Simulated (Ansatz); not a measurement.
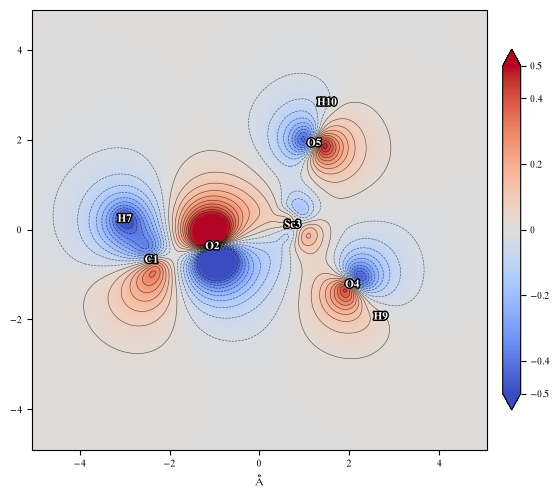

The picture shows: CH5O3Sc (SMILES C[O][Sc]([OH])[OH]). One frontier orbital on the plane of atoms O2, C1 and H7 (values in Å⁻³ᐟ²; the overall sign is arbitrary).

Geometry: PBE0-D4/def2-TZVP.

Theory: RKS PBE0-D4/def2-TZVPP in Ansatz.

The calculation's input:

```
crystal:
  periodic: [false, false, false]
  atoms:
    - {symbol: C, position_ang: [-0.244766, -1.753348, -1.135573]}
    - {symbol: O, position_ang: [-0.111335, -0.610032, -0.368827]}
    - {symbol: Sc, position_ang: [0.129819, 0.952724, 0.620838]}
    - {symbol: O, position_ang: [-1.044867, 1.348204, 2.024742]}
    - {symbol: O, position_ang: [1.545244, 2.100991, 0.191058]}
    - {symbol: H, position_ang: [-0.109641, -2.655532, -0.525529]}
    - {symbol: H, position_ang: [0.496816, -1.781573, -1.944318]}
    - {symbol: H, position_ang: [-1.241347, -1.808936, -1.591789]}
    - {symbol: H, position_ang: [-1.671538, 1.497079, 2.725030]}
    - {symbol: H, position_ang: [2.251614, 2.710424, 0.004377]}
basis:
  gaussian: {orbitals: def2-TZVPP}
hamiltonian: {xc: pbe0, dispersion: d4}
output: {orbitals: {seedname: orbitals}}
```

Run with:

```sh
ansatz run in.yaml --threads 4 --pin off --events-out ev --progress --plain --max-ram 10444MiB
```

Which orbital is it: HOMO or LUMO?

Answer. The HOMO, at −7.54 eV. By Hirshfeld shares it lies mainly on O2 (about 50 %), C1 (about 10 %), H7 (about 10 %), O4 (about 5 %) and O5 (about 5 %).
